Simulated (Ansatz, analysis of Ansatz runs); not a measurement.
## A hop of S in Al5AgS8 (F-43m), charge +2

Aim: the barrier of one jump in Al5AgS8 (F-43m) at charge +2: V_S hop (3.2 Å). The model is a cell of 56 host atoms with 1 S taken out; S is the atom that moves.

Program: Ansatz 0.2.0. Level of theory: plane-wave PAW DFT, PBEsol; nudged elastic band between two relaxed defect structures at fixed charge in a uniform background. Results are calculated unless marked as measured.

## 1. Set-up

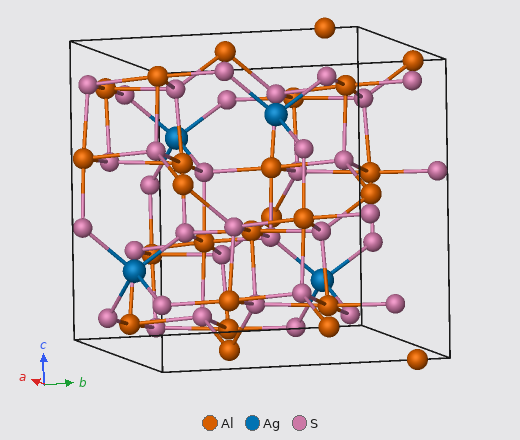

Start, viewed slightly off an axis; aluminium orange, silver blue, sulfur pink. Bonds to atoms that aren't drawn are left out. Some periodic images of atoms are drawn too.

The cell holds 55 atoms: 20 Al, 4 Ag and 31 S. Its edges and angles: a = 10.073 Å, b = 10.073 Å, c = 10.073 Å, α = 90.0°, β = 90.0°, γ = 90.0°. It derives from Al5AgS8 (space group F-43m). Nearest the centre at fractional (0.500, 0.113, 0.500): S25 at 1.62 Å, Al15 at 1.69 Å, Al9 at 1.69 Å, S35 at 2.81 Å, S37 at 2.81 Å, Al6 at 2.88 Å, Al4 at 2.89 Å, S52 at 3.18 Å. The cell carries charge +2.

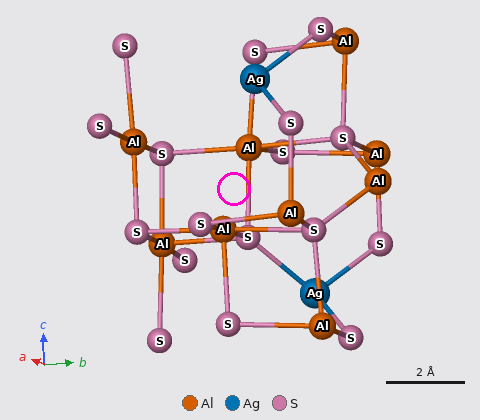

The atoms within 5 Å of the centre. A ring marks the centre wherever it is empty.

The cell's shortest repeat is 10.1 Å.

## 2. Relaxation of the start point, charge +2

The ends come first: from an unrelaxed start the top is counted from too high an energy, and the barrier comes out too low. Small random displacements break the symmetry of the ideal sites, so that the defect can distort if it gains by it. The charge of +2 is set by the electron count, and a uniform background keeps the cell neutral.

Contents of qp2.start/input.yaml:

```yaml
crystal:
  lattice:
    - [10.0726001, 0.0, 0.0]
    - [0.0, 0.0, -10.0726001]
    - [0.0, 10.0726001, 0.0]
  atoms:
    - { symbol: Al, position: [0.11855736, 0.38144264, 0.61855736] }
    - { symbol: Al, position: [0.11855736, 0.88144264, 0.11855736] }
    - { symbol: Al, position: [0.61855736, 0.38144264, 0.11855736] }
    - { symbol: Al, position: [0.61855736, 0.88144264, 0.61855736] }
    - { symbol: Al, position: [0.38144264, 0.38144264, 0.88144264] }
    - { symbol: Al, position: [0.38144264, 0.88144264, 0.38144264] }
    - { symbol: Al, position: [0.88144264, 0.38144264, 0.38144264] }
    - { symbol: Al, position: [0.88144264, 0.88144264, 0.88144264] }
    - { symbol: Al, position: [0.38144264, 0.11855736, 0.61855736] }
    - { symbol: Al, position: [0.38144264, 0.61855736, 0.11855736] }
    - { symbol: Al, position: [0.88144264, 0.11855736, 0.11855736] }
    - { symbol: Al, position: [0.88144264, 0.61855736, 0.61855736] }
    - { symbol: Al, position: [0.11855736, 0.11855736, 0.88144264] }
    - { symbol: Al, position: [0.11855736, 0.61855736, 0.38144264] }
    - { symbol: Al, position: [0.61855736, 0.11855736, 0.38144264] }
    - { symbol: Al, position: [0.61855736, 0.61855736, 0.88144264] }
    - { symbol: Al, position: [0.0, 0.0, 0.5] }
    - { symbol: Al, position: [0.0, 0.5, 0.0] }
    - { symbol: Al, position: [0.5, 0.0, 0.0] }
    - { symbol: Al, position: [0.5, 0.5, 0.5] }
    - { symbol: Ag, position: [0.25, 0.25, 0.25] }
    - { symbol: Ag, position: [0.25, 0.75, 0.75] }
    - { symbol: Ag, position: [0.75, 0.25, 0.75] }
    - { symbol: Ag, position: [0.75, 0.75, 0.25] }
    - { symbol: S, position: [0.38614673, 0.11385327, 0.38614673] }
    - { symbol: S, position: [0.38614673, 0.61385327, 0.88614673] }
    - { symbol: S, position: [0.88614673, 0.11385327, 0.88614673] }
    - { symbol: S, position: [0.88614673, 0.61385327, 0.38614673] }
    - { symbol: S, position: [0.11385327, 0.11385327, 0.11385327] }
    - { symbol: S, position: [0.11385327, 0.61385327, 0.61385327] }
    - { symbol: S, position: [0.61385327, 0.61385327, 0.11385327] }
    - { symbol: S, position: [0.11385327, 0.38614673, 0.38614673] }
    - { symbol: S, position: [0.11385327, 0.88614673, 0.88614673] }
    - { symbol: S, position: [0.61385327, 0.38614673, 0.88614673] }
    - { symbol: S, position: [0.61385327, 0.88614673, 0.38614673] }
    - { symbol: S, position: [0.38614673, 0.38614673, 0.11385327] }
    - { symbol: S, position: [0.38614673, 0.88614673, 0.61385327] }
    - { symbol: S, position: [0.88614673, 0.38614673, 0.61385327] }
    - { symbol: S, position: [0.88614673, 0.88614673, 0.11385327] }
    - { symbol: S, position: [0.36634011, 0.13365989, 0.86634011] }
    - { symbol: S, position: [0.36634011, 0.63365989, 0.36634011] }
    - { symbol: S, position: [0.86634011, 0.13365989, 0.36634011] }
    - { symbol: S, position: [0.86634011, 0.63365989, 0.86634011] }
    - { symbol: S, position: [0.13365989, 0.13365989, 0.63365989] }
    - { symbol: S, position: [0.13365989, 0.63365989, 0.13365989] }
    - { symbol: S, position: [0.63365989, 0.13365989, 0.13365989] }
    - { symbol: S, position: [0.63365989, 0.63365989, 0.63365989] }
    - { symbol: S, position: [0.13365989, 0.36634011, 0.86634011] }
    - { symbol: S, position: [0.13365989, 0.86634011, 0.36634011] }
    - { symbol: S, position: [0.63365989, 0.36634011, 0.36634011] }
    - { symbol: S, position: [0.63365989, 0.86634011, 0.86634011] }
    - { symbol: S, position: [0.36634011, 0.36634011, 0.63365989] }
    - { symbol: S, position: [0.36634011, 0.86634011, 0.13365989] }
    - { symbol: S, position: [0.86634011, 0.36634011, 0.13365989] }
    - { symbol: S, position: [0.86634011, 0.86634011, 0.63365989] }
total_charge: 2
basis:
  ecutwfc: 420
  xc_grid: 2
hamiltonian:
  xc: pbesol
kpoints:
  mp_grid: { grid: [1, 1, 1], shift: [0.25, 0.25, 0.25] }
scf:
  occupations: { method: fixed }
  max_iter: 100
output:
  forces: true
relax:
  f_tol: 0.02
  max_steps: 70
  random_displacement: { amplitude: 0.03, seed: 4148 }
```

Command:

```console
$ ansatz run input.yaml --threads 4 --pin off --max-ram 7536MiB --backend cpu --events-out ev --progress --plain --runs-dir out
```

Numbers of over 12 decimals in the logs are rounded to 6 here.

The log of the run:

```text
[... repeated set-up lines and file paths are left out, and long positions are rounded to six places ...]
The last accepted step is kept in <dir> (removed where the run ends without a failure and the disk answers)
Engine: ansatz 0.2.0, x86_64-unknown-linux-gnu
Pseudopotentials: kind: paw
Pseudopotential: Al, paw, valence charge 3, recommended cutoff 420 eV (normal), Al.paw.azcp
Pseudopotential: Ag, paw, valence charge 19, recommended cutoff 420 eV (normal), Ag.paw.azcp
Pseudopotential: S, paw, valence charge 6, recommended cutoff 420 eV (normal), S.paw.azcp
Functional definition: PBEsol
  exchange = pbesol_x
  correlation = pbesol_c
Crystal: 55 atoms, lattice volume = 1021.939 Å³
Basis set: ecut = 420 eV, 20005 PW (Γ), exchange–correlation on 144×144×144 points (8 copies of the dense FFT grid, shifted against one another)
Bands: 215, of which v1, the nominal top of the filled ones, is band 160 counted from 1 (159 counted from 0)
Symmetry: 1 space group operations
k-points: 1
Non-local potential: Al, projectors of the file, l = 0: 2, l = 1: 2, l = 2: 1
Non-local potential: Ag, projectors of the file, l = 0: 3, l = 1: 2, l = 2: 2, l = 3: 1
Non-local potential: S, projectors of the file, l = 0: 2, l = 1: 2, l = 2: 2
PAW form: soft (Blöchl's): semilocal exchange-correlation on the pseudo side does not see the compensation charge
PAW frozen core: Al, regenerated for the run's functional, and the local potential with it (the file was generated under x = pbe(κ = 0.804, μ = 0.219515), c = pbe(β = 0.066725))
PAW frozen core: Ag, regenerated for the run's functional, and the local potential with it (the file was generated under x = pbe(κ = 0.804, μ = 0.219515), c = pbe(β = 0.066725))
PAW frozen core: S, regenerated for the run's functional, and the local potential with it (the file was generated under x = pbe(κ = 0.804, μ = 0.219515), c = pbe(β = 0.066725))
PAW one-centre angular grid: Al, 110 points (default); XC on 64 Gauss nodes
PAW one-centre angular grid: Ag, 590 points (default); XC on 64 Gauss nodes
PAW one-centre angular grid: S, 110 points (default); XC on 64 Gauss nodes
Initial density: superposition of atomic densities (neutral atoms scaled as one to the charged cell's electrons: chi_scale 0, normalization atom), corrected by the library's trained network
Initial wavefunctions: pseudopotential atomic-orbital guess
Functional: x = pbesol(κ = 0.804, μ = 0.123457), c = pbesol(β = 0.046)
SCF iter   1: F=—  HF=-68079.950339 eV  |F-HF|=—  |Δ(HF+E_count)|=         —  Δρ=1.43e-2  dr2=4.35e0  ethr=1.77e-3  ⟨swp⟩=5.0  Hψ=669  notcnv=0  defer=53
preconditioner: auto → Resta (q_TF=auto, 2.248 Å⁻¹)  ε∞=4.9  [insulator: Δε(μ)=1.245 eV  Ē_g=9.985 eV  n_scr=178 (ndim 8)  ℏωp=19.7 eV  f_vac=0.000  ε∞_Penn≈4.9]
SCF iter   2: F=—  HF=-68078.998044 eV  |F-HF|=—  |Δ(HF+E_count)|=   9.52e-1  Δρ=4.64e-3  dr2=3.62e-1  ethr=1.36e-3  ⟨swp⟩=3.0  Hψ=382  notcnv=0  defer=53
SCF iter   3: F=—  HF=-68078.933918 eV  |F-HF|=—  |Δ(HF+E_count)|=   6.41e-2  Δρ=1.97e-3  dr2=1.12e-1  ethr=1.13e-4  ⟨swp⟩=3.0  Hψ=323  notcnv=0  defer=44
automatic band count: iteration 3 solves 206 bands in place of 215: the levels show a gap, and the empty bands left out lie too high to hold charge; the band table lists the bands solved (type scf.n_extra_bands for more)
SCF iter   4: F=—  HF=-68078.911582 eV  |F-HF|=—  |Δ(HF+E_count)|=   2.23e-2  Δρ=6.54e-4  dr2=6.74e-3  ethr=3.50e-5  ⟨swp⟩=3.0  Hψ=321  notcnv=0  defer=44
SCF iter   5: F=—  HF=-68078.911581 eV  |F-HF|=—  |Δ(HF+E_count)|=   1.69e-6  Δρ=3.82e-4  dr2=1.69e-3  ethr=2.11e-6  ⟨swp⟩=2.0  Hψ=363  notcnv=0  defer=44
SCF iter   6: F=—  HF=-68078.911450 eV  |F-HF|=—  |Δ(HF+E_count)|=   1.31e-4  Δρ=1.34e-4  dr2=1.97e-4  ethr=5.27e-7  ⟨swp⟩=2.0  Hψ=322  notcnv=0  defer=44
SCF iter   7: F=—  HF=-68078.911486 eV  |F-HF|=—  |Δ(HF+E_count)|=   3.66e-5  Δρ=2.84e-5  dr2=1.03e-5  ethr=6.17e-8  ⟨swp⟩=2.0  Hψ=321  notcnv=0  defer=44
SCF iter   8: F=-68078.911492 eV  HF=-68078.911493 eV  |F-HF|=2.93e-7  |Δ(HF+E_count)|=   6.45e-6  Δρ=8.95e-6  dr2=1.20e-6  ethr=3.12e-9  ⟨swp⟩=4.0  Hψ=538  notcnv=0
SCF 1 converged in 8 iterations: F = -68078.911492 eV  dr2 = 1.20e-6
  greatest PAW one-centre occupation: 1.001 electrons in one spin orbital (limit 2), on the Ag atom at site 20 (counted from 0), in its partial waves of l = 0
relax step   1: F+E_penalty+E_count = -68078.91149224 eV  Δ(F+E_penalty+E_count) = +0.000e0 eV  max|allowed force component| = 1.724e0 eV/Å  Δτ_max = 0.0000 Å  (8 SCF iters, dr2 threshold 1.00e-5 eV, accepted)
[... the SCF cycles and remarks between the steps are left out from here to the last step ...]
relax step   2: F+E_penalty+E_count = -68080.01376678 eV  Δ(F+E_penalty+E_count) = -1.102e0 eV  max|allowed force component| = 6.994e-1 eV/Å  Δτ_max = 0.1948 Å  (6 SCF iters, dr2 threshold 1.00e-4 eV, accepted)
relax step   3: F+E_penalty+E_count = -68080.27627003 eV  Δ(F+E_penalty+E_count) = -2.625e-1 eV  max|allowed force component| = 1.519e-1 eV/Å  Δτ_max = 0.2000 Å  (6 SCF iters, dr2 threshold 3.06e-5 eV, accepted)
relax step   4: F+E_penalty+E_count = -68080.29741519 eV  Δ(F+E_penalty+E_count) = -2.115e-2 eV  max|allowed force component| = 9.736e-2 eV/Å  Δτ_max = 0.0362 Å  (6 SCF iters, dr2 threshold 1.44e-6 eV, accepted)
relax step   5: F+E_penalty+E_count = -68080.30406172 eV  Δ(F+E_penalty+E_count) = -6.647e-3 eV  max|allowed force component| = 1.242e-2 eV/Å  Δτ_max = 0.0163 Å  (5 SCF iters, dr2 threshold 5.92e-7 eV, accepted)
iter 1 solved again at ethr=1.53e-10 eV; its pass at ethr=3.10e-3 eV (dr2=4.90e-7 eV) is discarded
SCF iter   1: F=—  HF=-68080.305066 eV  |F-HF|=—  |Δ(HF+E_count)|=         —  Δρ=6.61e-6  dr2=4.95e-7  ethr=1.53e-10  ⟨swp⟩=1.0  Hψ=436  notcnv=0  defer=38
automatic band count: iteration 1 solves 206 bands in place of 215: the levels show a gap, and the empty bands left out lie too high to hold charge; the band table lists the bands solved (type scf.n_extra_bands for more)
SCF iter   2: F=—  HF=-68080.304062 eV  |F-HF|=—  |Δ(HF+E_count)|=   1.00e-3  Δρ=4.54e-6  dr2=2.61e-7  ethr=1.53e-10  ⟨swp⟩=2.0  Hψ=312  notcnv=0  defer=38
SCF iter   3: F=-68080.304062 eV  HF=-68080.304062 eV  |F-HF|=7.64e-9  |Δ(HF+E_count)|=   3.46e-8  Δρ=2.06e-6  dr2=6.86e-8  ethr=3.13e-11  ⟨swp⟩=2.0  Hψ=538  notcnv=0
SCF 6 converged in 3 iterations: F = -68080.304062 eV  dr2 = 6.86e-8
relax step   6: F+E_penalty+E_count = -68080.30406180 eV  Δ(F+E_penalty+E_count) = -8.706e-8 eV  max|allowed force component| = 1.242e-2 eV/Å  Δτ_max = 0.0000 Å  (3 SCF iters, accepted)
SCF converged after 3 iterations
Free energy (F): -68080.304062 eV
Harris-Foulkes:  -68080.304062 eV  (|F-HF|=7.64e-9)
Internal energy: -68080.304062 eV  (E = F + TS)
E sigma→0 (E₀):  -68080.304062 eV
Fermi energy:    6.714278 eV
--- Per-component energies (eV) ---
  E_band       = -1419.056818
  E_kinetic    = 5916.221701
  E_local      = -20481.243207  (includes V_loc(G=0)·N_el)
  E_nonlocal   = 1399.843623
  E_hartree    = 8926.624568
  E_xc         = -4507.871219
  E_vxc        = -4238.653372  (∫ρ·V_xc dr)
  E_paw        = -42539.312761  (= ΣΔE_a)
  E_vpaw       = -1868.470274  (= ΣTr[D̂ρ^β])
  E_aug_tail   = 0.001166  (compensation charges beyond the density's cutoff)
  E_ewald      = -16798.162098
  E_core_change = 3.594165  (= ΣΔE_core)
  E_smearing   = -0.000000  (= −TS)
  E_closure    = -0.000000  (closes the sum)
  E_deformation_potential = 26.803176  (in the stress; not in F)
  Σ components = -68080.304062   (vs F -68080.304062, Δ=0.00e0)
--- Forces (eV/Å), atoms counted from 1 ---
  atom   1  Al     0.00049665    -0.00384545    -0.00312734
  atom   2  Al    -0.00286921    -0.00145187    -0.00098717
  [... 1 atom left out ...]
  atom   4  Al     0.01154172     0.01079665    -0.00374027
  [... 1 atom left out ...]
  atom   6  Al    -0.00590359    -0.00340459     0.00469651
  [... 2 atoms left out ...]
  atom   9  Al     0.00520243     0.00679489    -0.00744358
  [... 5 atoms left out ...]
  atom  15  Al     0.00820484     0.00026153    -0.01155826
  [... 5 atoms left out ...]
  atom  21  Ag    -0.00710482    -0.00790760    -0.00609451
  [... 3 atoms left out ...]
  atom  25  S     -0.00077233    -0.00004950     0.00262482
  [... 9 atoms left out ...]
  atom  35  S      0.00145939     0.00094909    -0.00152941
  [... 1 atom left out ...]
  atom  37  S      0.00043727    -0.00209386    -0.00233100
  [... 12 atoms left out ...]
  atom  50  S      0.00038346     0.00061179     0.00096287
  [... 1 atom left out ...]
  atom  52  S     -0.00299324    -0.00076892    -0.00088779
  [... 3 atoms left out ...]
  max |Σ_I F_I| component: 2.26e-5 eV/Å
--- Relaxed structure (6 steps of the walk, 6 accepted, 0 SCFs on fresh bases) ---
  F+E_penalty+E_count = -68080.30406180 eV   max|allowed force component| = 1.242e-2 eV/Å
  atoms:
    - { symbol: Al, position: [0.116746, 0.383884, 0.618032] }
    - { symbol: Al, position: [0.120041, 0.881382, 0.119586] }
    [... 1 atom left out ...]
    - { symbol: Al, position: [0.623384, 0.851462, 0.622907] }
    [... 1 atom left out ...]
    - { symbol: Al, position: [0.385534, 0.885502, 0.385121] }
    [... 2 atoms left out ...]
    - { symbol: Al, position: [0.351650, 0.123288, 0.623126] }
    [... 5 atoms left out ...]
    - { symbol: Al, position: [0.623501, 0.123248, 0.351274] }
    [... 5 atoms left out ...]
    - { symbol: Ag, position: [0.254675, 0.244821, 0.254195] }
    [... 3 atoms left out ...]
    - { symbol: S, position: [0.398182, 0.121210, 0.397787] }
    [... 9 atoms left out ...]
    - { symbol: S, position: [0.621225, 0.897881, 0.397585] }
    [... 1 atom left out ...]
    - { symbol: S, position: [0.398070, 0.897920, 0.620853] }
    [... 12 atoms left out ...]
    - { symbol: S, position: [0.635814, 0.364325, 0.365594] }
    [... 1 atom left out ...]
    - { symbol: S, position: [0.366094, 0.364291, 0.635418] }
    [... 3 atoms left out ...]
```

It took 21 s on 4 threads of Intel Xeon 6975P-C (Granite Rapids), shared host; peak memory 1.4 GiB; 76 s of CPU time.

The steps of the relaxation:

```tsv
step	energy less that of the first step (eV)	largest force component (eV/Å)
1	0.0000	1.7241
2	-1.1023	0.6994
3	-1.3648	0.1519
4	-1.3859	0.0974
5	-1.3926	0.0124
6	-1.3926	0.0124
```

The atoms that moved most (Å, from the sites as typed, ahead of the random displacement, the mean shift of all atoms taken out):

```tsv
atom	dx	dy	dz	length
Al4	0.045	0.045	0.304	0.311
Al9	-0.304	0.047	-0.045	0.311
Al15	0.046	-0.303	-0.045	0.310
S25	0.117	0.118	-0.072	0.181
S37	0.116	0.071	-0.116	0.179
S35	0.070	0.116	-0.116	0.178
S47	-0.007	-0.008	0.123	0.123
S44	-0.122	-0.007	0.008	0.123
```

Neighbours of S25 at the end:

```tsv
atom	distance (Å)
Al15	2.317
Al9	2.318
Al6	2.381
Ag21	2.394
S37	3.179
S35	3.179
S52	3.439
S50	3.440
```

This step gave:

- free energy: -68080.3041 eV
- r.m.s. move of the farther half of the atoms: 0.04938 Å
- largest move from the ideal geometry of this structure, a common shift of the far atoms taken out: 0.3104 Å

The relaxation gained 1.393 eV and ended with a largest force component of 0.012 eV/Å.

[end of part 1 of 4]

[Logs are printed without paths, hosts, clocks, repeated set-up lines and the standing remarks that a program may print on its own settings, such as how far it seeks lower states.]

[Hosts, paths, dates, database ids (printed as entryN), source tags and the programs' standing remarks are cut or masked in the printed files.]
